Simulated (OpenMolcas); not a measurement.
# One shape, several levels: GeSiH4O (SMILES [SiH3][O][GeH])

Wanted: a comparison of 6 runs (HF/3-21G, B3LYP/6-31G*, B2PLYP/def2-SVP, M06-L/def2-SVP, r2SCAN/def2-SVP) of GeSiH4O. 

Program for the calculation: OpenMolcas 26.06.

1 further run of the same task is left out (set aside as unsound or not needed).

### 1 The structure to begin with

GeSiH4O has 7 atoms, charge 0, and is taken as a singlet. As SMILES, `[SiH3][O][GeH]`. Geometry: relaxed at PBE0-D4/def2-TZVP. This is one conformer, not always the lowest.

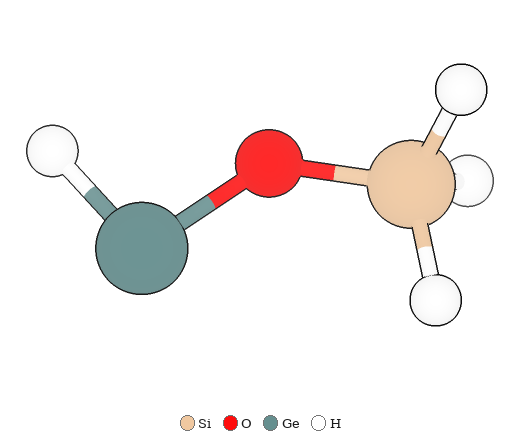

Viewed from a chosen angle; silicon light orange, oxygen red, germanium teal, hydrogen white.

### 2 Energy and forces at HF/3-21G (run 1)

mol.xyz

```xyz
7

Si    -0.741700     0.650900    -0.296500
O      0.533500    -0.139300     0.373700
Ge     1.261400    -1.756200     0.134200
H     -1.409200    -0.197600    -1.323800
H     -0.260900     1.901300    -0.937500
H     -1.722500     0.988100     0.766400
H      2.400800    -1.515100     1.238000
```

run.inp

```
&gateway
  baslib=$CurrDir
  coord=mol.xyz
  basis=3-21G
  group=NoSym

&seward

&scf
  thresholds=1e-10 1e-07 1e-07 1e-05
  prorbitals=1

&alaska
```

The basis set 3-21G is read from a file made from the Basis Set Exchange's data (not shown).

Started as:

```
$ export MOLCAS_MEM=1860
$ pymolcas run.inp > run.log
```

Log:

```text
--- Start Module: gateway ---
[...]
--- Stop Module: gateway /rc=_RC_ALL_IS_WELL_ ---
[...]
      Basis functions           52
[...]
--- Start Module: scf ---
[...]
       Convergence after  13 Iterations
[...]
::    Total SCF energy                              -2429.5405445599
[...]
      Total spin, S                                     0.0000000000
[...]
      Total electronic charge=   58.000000
      Total            charge=   -0.000000
[...]
      Dipole Moment (debye):
      Origin of the operator (angstrom)=    0.6564   -0.9240    0.0602
                   X= -1.4957E-01               Y= -9.0130E-01               Z= -6.0868E-01           Total=  1.0978E+00
      Quadrupole Moment (debye*angstrom):
[...]
 *              Molecular gradients               *
 **************************************************
  Irreducible representation: a
 ------------------------------------------------------------------------------------------
                              X                       Y                       Z
 ------------------------------------------------------------------------------------------
  SI1               1.07217031010549E-02   -1.82709927413374E-02   -5.44822849555260E-04
  O2               -2.05991641003725E-02    4.76851416256139E-02    7.80348464015646E-03
  GE3               3.70126613349164E-03   -3.19120004874449E-02   -1.38531576406926E-02
  H4                1.03868722657419E-03   -7.78692787061885E-04    4.69834815823411E-04
  H5                3.08714495636608E-03   -2.42282603084121E-04    1.51816319102371E-03
  H6                2.24889155640362E-03   -7.73397372119344E-04    2.48965731900785E-03
  H7               -1.98528873451842E-04    4.29222436554089E-03    2.11684052422623E-03
 ------------------------------------------------------------------------------------------
[...]
```

Run time: 2.7 s. Hardware: 1 thread of Intel Xeon Platinum 8375C at 2.90GHz (Ice Lake), shared host; peak memory 0.38 GiB.

### 3 Energy and forces at B3LYP/6-31G(d) (spherical functions) (run 2)

calc.input

```
>>> EXPORT MOLCAS_PRINT=2

&GATEWAY
  BasLib=$CurrDir
  Coord
  7
  angstrom
  Si      -0.741700       0.650900      -0.296500
  O        0.533500      -0.139300       0.373700
  Ge       1.261400      -1.756200       0.134200
  H       -1.409200      -0.197600      -1.323800
  H       -0.260900       1.901300      -0.937500
  H       -1.722500       0.988100       0.766400
  H        2.400800      -1.515100       1.238000
  Basis=6-31Gs
  Group=NoSym

&SEWARD
  GridInput
  Grid=UltraFine
  End of Grid

&SCF
  KSDFT=B3LYP
  Thresholds=1e-10 1e-07 1e-07 1e-05
  PrOrbitals=0

&ALASKA
```

The basis set 6-31G* is read from a file made from the Basis Set Exchange's data (not shown).

Started as:

```
$ export MOLCAS_MEM=1860
$ pymolcas calc.input > calc.log
```

Log:

```text
--- Start Module: gateway ---
[...]
--- Stop Module: gateway /rc=_RC_ALL_IS_WELL_ ---
[...]
      Basis functions           72
[...]
--- Start Module: scf ---
[...]
       Convergence after  16 Iterations
[...]
::    Total KS-DFT energy                           -2443.9065415939
[...]
      Total spin, S                                     0.0000000000
[...]
      Total electronic charge=   58.000000
      Total            charge=   -0.000000
[...]
      Dipole Moment (debye):
      Origin of the operator (angstrom)=    0.6564   -0.9240    0.0602
                   X= -4.1750E-02               Y= -5.8489E-01               Z= -3.4753E-01           Total=  6.8163E-01
      Quadrupole Moment (debye*angstrom):
[...]
 *              Molecular gradients               *
 **************************************************
  Irreducible representation: a
 ------------------------------------------------------------------------------------------
                              X                       Y                       Z
 ------------------------------------------------------------------------------------------
  SI1               8.58982086475457E-03   -4.60221956318563E-03    4.92442446876762E-03
  O2               -6.21187996614281E-03   -3.95692333933972E-03   -7.43429605421042E-03
  GE3              -2.12289612329997E-03    1.08168041815091E-02    3.95775216593997E-03
  H4                1.09770372342410E-03   -5.36228253022575E-04    6.52248923119103E-04
  H5                5.69567629520540E-04   -7.50287115071302E-04    3.80050071874471E-04
  H6                8.28144856210855E-04   -5.98927015882378E-04    7.55658118745117E-05
  H7               -2.75046098445220E-03   -3.72218895212106E-04   -2.55574538737946E-03
 ------------------------------------------------------------------------------------------
[...]
```

Run time: 23 s. Hardware: 1 thread of Intel Xeon Platinum 8375C at 2.90GHz (Ice Lake), shared host; peak memory 0.42 GiB.

### 4 Energy and forces at B3LYP/6-31G(d) (Cartesian functions) (run 3)

geom.xyz

```xyz
7

Si    -0.741700     0.650900    -0.296500
O      0.533500    -0.139300     0.373700
Ge     1.261400    -1.756200     0.134200
H     -1.409200    -0.197600    -1.323800
H     -0.260900     1.901300    -0.937500
H     -1.722500     0.988100     0.766400
H      2.400800    -1.515100     1.238000
```

test.input

```
* GeH4OSi Kohn-Sham DFT
>>> EXPORT MOLCAS_PRINT=2

&GATEWAY
 BasLib = $CurrDir
 Coord = geom.xyz
 Basis = 6-31Gs
 Group = NoSym

&SEWARD
 GridInput
 Grid=UltraFine
 End of Grid

&SCF
 KSDFT = B3LYP
 Thresholds = 1e-10 1e-07 1e-07 1e-05
 PrOrbitals = 1 2

&ALASKA
```

The basis set 6-31G* is read from a file made from the Basis Set Exchange's data (not shown).

Started as:

```
$ export MOLCAS_MEM=1860
$ pymolcas test.input > test.log
```

Log:

```text
--- Start Module: gateway ---
[...]
--- Stop Module: gateway /rc=_RC_ALL_IS_WELL_ ---
[...]
      Basis functions           77
[...]
--- Start Module: scf ---
[...]
       Convergence after  15 Iterations
[...]
::    Total KS-DFT energy                           -2443.9149304112
[...]
      Total spin, S                                     0.0000000000
[...]
      Total electronic charge=   58.000000
      Total            charge=   -0.000000
[...]
      Dipole Moment (debye):
      Origin of the operator (angstrom)=    0.6564   -0.9240    0.0602
                   X= -3.8390E-02               Y= -5.9363E-01               Z= -3.4931E-01           Total=  6.8985E-01
      Quadrupole Moment (debye*angstrom):
[...]
 *              Molecular gradients               *
 **************************************************
  Irreducible representation: a
 ------------------------------------------------------------------------------------------
                              X                       Y                       Z
 ------------------------------------------------------------------------------------------
  SI1               8.12770862763479E-03   -4.42859065398871E-03    4.62138674177215E-03
  O2               -5.88674957878421E-03   -3.79446919353477E-03   -7.06932000983329E-03
  GE3              -2.03472342463940E-03    1.03510036374530E-02    3.78482774412614E-03
  H4                1.07995163201702E-03   -5.20985566950571E-04    6.45097044269072E-04
  H5                6.04917532416094E-04   -7.38007174716948E-04    4.00528101735631E-04
  H6                8.49557062863493E-04   -5.95315619678072E-04    1.12256699531077E-04
  H7               -2.74066185158972E-03   -2.73635428524488E-04   -2.49477632164030E-03
 ------------------------------------------------------------------------------------------
[...]
```

It took 23 s on 1 thread of Intel Xeon Platinum 8375C at 2.90GHz (Ice Lake), shared host; peak memory 0.44 GiB.

Runs 4 to 5 aren't shown in full; the table further down has their settings and results.

### 5 Energy and gradient at r2SCAN/def2-SVP (run 6)

run.inp

```
&GATEWAY
 BASLIB = $CurrDir
 COORD
 7
 angstrom
 Si      -0.741700       0.650900      -0.296500
 O        0.533500      -0.139300       0.373700
 Ge       1.261400      -1.756200       0.134200
 H       -1.409200      -0.197600      -1.323800
 H       -0.260900       1.901300      -0.937500
 H       -1.722500       0.988100       0.766400
 H        2.400800      -1.515100       1.238000
 BASIS = def2-SVP
 GROUP = NoSym

&SEWARD
 GRIDINPUT
 Grid=UltraFine
 End of Grid

&SCF
 KSDFT = 2
 1.0 MGGA_X_R2SCAN
 1.0 MGGA_C_R2SCAN
 THRESHOLDS = 1e-10 1e-07 1e-07 1e-05
 PRORBITALS = 1

&ALASKA
```

The basis set def2-SVP is read from a file made from the Basis Set Exchange's data (not shown).

Started as:

```
$ export MOLCAS_MEM=1860
$ pymolcas run.inp > run.log
```

Log:

```text
--- Start Module: gateway ---
[...]
--- Stop Module: gateway /rc=_RC_ALL_IS_WELL_ ---
[...]
      Basis functions           84
[...]
--- Start Module: scf ---
[...]
       Convergence after  16 Iterations
[...]
::    Total KS-DFT energy                           -2443.6565543564
[...]
      Total spin, S                                     0.0000000000
[...]
      Total electronic charge=   58.000000
      Total            charge=   -0.000000
[...]
      Dipole Moment (debye):
      Origin of the operator (angstrom)=    0.6564   -0.9240    0.0602
                   X= -5.4243E-02               Y= -5.9805E-01               Z= -3.6526E-01           Total=  7.0287E-01
      Quadrupole Moment (debye*angstrom):
[...]
 *              Molecular gradients               *
 **************************************************
  Irreducible representation: a
 ------------------------------------------------------------------------------------------
                              X                       Y                       Z
 ------------------------------------------------------------------------------------------
  SI1               1.08815890221550E-02   -7.00156213964398E-03    5.60526134056438E-03
  O2               -1.14217375762031E-02    5.49789134616319E-03   -6.85085467440949E-03
  GE3              -2.44700763538752E-03    3.04731488328969E-03   -4.64231678231286E-04
  H4                1.57630268148656E-03    1.15426545062824E-03    1.96899535663508E-03
  H5               -4.22504789452827E-04   -2.23850578398643E-03    9.98115598939364E-04
  H6                1.75689154905356E-03   -8.85709145222568E-04   -1.54706796137472E-03
  H7                7.64667481849557E-05    4.26305388772974E-04    2.89782017909523E-04
 ------------------------------------------------------------------------------------------
[...]
```

Run time: 31 s. Hardware: 1 thread of Intel Xeon Platinum 8375C at 2.90GHz (Ice Lake), shared host; peak memory 0.47 GiB.

### 6 Overview of the runs

| run | level | integration grid | Cartesian functions | energy (Eh) | dipole moment (D) | HOMO energy (eV) | LUMO energy (eV) | wall time |
| --- | --- | --- | --- | --- | --- | --- | --- | --- |
| 1 | HF/3-21G | – | no | -2429.540545 | 1.10 | -9.04 | 0.76 | 2.7 s |
| 2 | B3LYP/6-31G* (spherical functions) | UltraFine | no | -2443.906542 | 0.68 | -6.55 | -2.65 | 23 s |
| 3 | B3LYP/6-31G* (Cartesian functions) | UltraFine | yes | -2443.914930 | 0.69 | -6.54 | -2.64 | 23 s |
| 4 | B2PLYP/def2-SVP | UltraFine | no | -2443.160314 | 0.97 | -7.72 | -1.29 | 16 s |
| 5 | M06-L/def2-SVP | UltraFine | no | -2443.664411 | 0.84 | -5.78 | -2.95 | 32 s |
| 6 | r2SCAN/def2-SVP | UltraFine | no | -2443.656554 | 0.70 | -5.93 | -3.19 | 31 s |

### 7 What came out

```
                       quantity           value
            run 6: total energy  -2443.65655 Eh
           run 6: dipole moment          0.70 D
             run 6: HOMO energy        -5.93 eV
             run 6: LUMO energy        -3.19 eV
           run 6: HOMO–LUMO gap         2.74 eV
run 6: largest force on an atom      0.741 eV/Å
```

What this shows: The dipole moment (its size) runs from 0.68 D (B3LYP/6-31G*) to 1.10 D (HF/3-21G). The two ends differ in method and basis. The HOMO–LUMO gap runs from 2.74 eV (r2SCAN/def2-SVP) to 9.80 eV (HF/3-21G). For B2PLYP the log adds the whole second-order term; the table takes 0.27 of it, as the functional is defined. Totals of different functionals can't be ranked against each other. All runs together took 2.1 min, the longest 32 s.
